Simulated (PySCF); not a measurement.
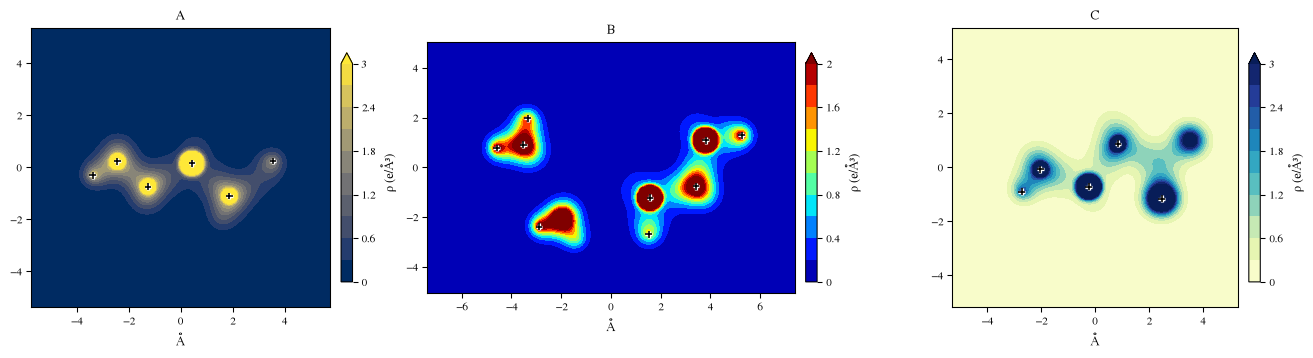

The electron density of 3 systems, each on a plane through atoms (crosses mark nuclei in the plane).

Level of theory: PBE0/pcSseg-1, SCF density, gas phase, non-relativistic (PySCF 2.14.0).

System 1: C2H16BNSi4, the plane of atoms C7, Si8 and H24. Geometry: GFN2-xTB.

```yaml
atoms:
  - { symbol: C, position_ang: [3.3061, 1.7791, -0.6324] }
  - { symbol: B, position_ang: [3.0795, 1.0388, 0.7349] }
  - { symbol: Si, position_ang: [2.1932, -0.6896, 0.8354] }
  - { symbol: N, position_ang: [2.1880, -1.4378, -0.7398] }
  - { symbol: Si, position_ang: [-0.0971, -0.5085, 1.2542] }
  - { symbol: Si, position_ang: [-1.4646, -0.9864, -0.5533] }
  - { symbol: C, position_ang: [-3.3265, -0.8066, -0.1743] }
  - { symbol: Si, position_ang: [-3.9197, 0.9481, 0.2284] }
  - { symbol: H, position_ang: [2.9951, 2.8235, -0.5958] }
  - { symbol: H, position_ang: [4.3776, 1.8064, -0.8444] }
  - { symbol: H, position_ang: [2.8220, 1.3105, -1.4865] }
  - { symbol: H, position_ang: [3.4106, 1.6085, 1.7087] }
  - { symbol: H, position_ang: [2.7680, -1.6274, 1.8428] }
  - { symbol: H, position_ang: [1.6721, -2.2929, -0.8728] }
  - { symbol: H, position_ang: [3.0587, -1.5052, -1.2422] }
  - { symbol: H, position_ang: [-0.4007, 0.8431, 1.7655] }
  - { symbol: H, position_ang: [-0.4858, -1.3549, 2.4001] }
  - { symbol: H, position_ang: [-1.2766, -2.3726, -1.0286] }
  - { symbol: H, position_ang: [-1.1859, -0.1416, -1.7252] }
  - { symbol: H, position_ang: [-3.8994, -1.1802, -1.0242] }
  - { symbol: H, position_ang: [-3.5740, -1.4597, 0.6636] }
  - { symbol: H, position_ang: [-3.2689, 1.4311, 1.4476] }
  - { symbol: H, position_ang: [-3.6097, 1.8497, -0.8841] }
  - { symbol: H, position_ang: [-5.3737, 0.9445, 0.4304] }
```

System 2: C5H10O3SSi, the plane of atoms C3, Si5 and C6. Geometry: GFN2-xTB.

| atom | x (Å) | y (Å) | z (Å) |
| --- | --- | --- | --- |
| C | -1.1680 | -1.0670 | -2.1092 |
| C | -0.8421 | -0.6067 | -1.0512 |
| C | -0.4519 | -0.0428 | 0.1996 |
| C | -1.0722 | -0.7575 | 1.3871 |
| Si | 1.4154 | 0.3645 | 0.3955 |
| C | 2.3072 | -1.2197 | -0.1643 |
| S | -1.0820 | 1.6364 | 0.2515 |
| O | -0.2862 | 2.3468 | 1.2048 |
| O | -2.5088 | 1.7119 | 0.3505 |
| O | -0.6841 | 2.2052 | -1.2148 |
| H | -1.4497 | -1.4827 | -3.0302 |
| H | -2.1571 | -0.7818 | 1.2862 |
| H | -0.7000 | -1.7783 | 1.4580 |
| H | -0.8249 | -0.2194 | 2.2995 |
| H | 1.7953 | 1.4706 | -0.4776 |
| H | 1.6659 | 0.5948 | 1.8192 |
| H | 2.0296 | -2.0819 | 0.4344 |
| H | 3.3786 | -1.0926 | -0.0703 |
| H | 2.0921 | -1.4613 | -1.2008 |
| H | -1.4624 | 2.2725 | -1.7711 |

System 3: C5H15NSSi2, the plane of atoms C2, Si3 and C4. Geometry: GFN2-xTB.

```tsv
atom	x (Å)	y (Å)	z (Å)
C	2.1897	1.9462	-0.2688
C	2.0696	0.4717	-0.6316
Si	0.8985	-0.4811	0.5341
C	0.7619	-2.3193	0.0176
C	-0.6518	-2.8021	0.3369
N	-1.6248	-1.8165	-0.0855
Si	-1.3900	-0.1969	0.4159
S	-2.3754	1.0124	-1.0720
C	-2.2472	2.6127	-0.2253
H	2.5560	2.0612	0.7485
H	1.2229	2.4400	-0.3382
H	2.8777	2.4583	-0.9393
H	1.7156	0.3869	-1.6607
H	3.0615	0.0180	-0.6046
H	1.4196	-0.4159	1.9152
H	0.9263	-2.4129	-1.0559
H	1.4828	-2.9677	0.5114
H	-0.7337	-2.9923	1.4182
H	-0.8566	-3.7436	-0.1812
H	-2.5355	-2.1980	-0.2823
H	-2.0905	0.1735	1.6657
H	-1.2057	2.9119	-0.1544
H	-2.6845	2.5416	0.7659
H	-2.7980	3.3318	-0.8221
```

**Which map belongs to which system?**

Panel A is system 3, C5H15NSSi2: the plane holds C, Si and H. C–C (1.52 Å): ρ at the midpoint is about 1.6 e/Å³. Panel B is system 1, C2H16BNSi4: the plane holds C, Si and H. C–Si (1.90 Å): the density is about 0.9 e/Å³ at the midpoint. Panel C is system 2, C5H10O3SSi: the plane holds C, Si, O and H.
